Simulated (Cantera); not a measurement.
Input: 1 mol Fe(CO)5, 1.8 mol H2, equilibrated at 675 °C.

These are equilibrium values from Cantera (NASA tables, ideal gas, pure condensed phases), not measurements of a reactor. Candidate condensed phases: C, C6H6, C7H8, C8H18, Fe, Fe(CO)5, FeO, Fe(OH)2, Fe(OH)3, Fe2O3, Fe3O4, H2O; 114 gas species. The tables' stoichiometric FeO is somewhat more stable than real wüstite, so its field is too wide. FeO: taken at fixed stoichiometry. Condensed phases not in the tables: cementite and carbon dissolved in iron. Kinetics and transport are ignored.

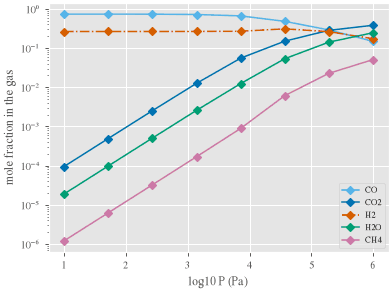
Figure: Equilibrium gas composition (values under 1e-9 drawn at 1e-9)

From 10.0 Pa to 72.0 mbar the condensed part is C(graphite) + Fe(α). From 0.370 bar to 10.0 bar the condensed part is C(graphite) + FeO(s).
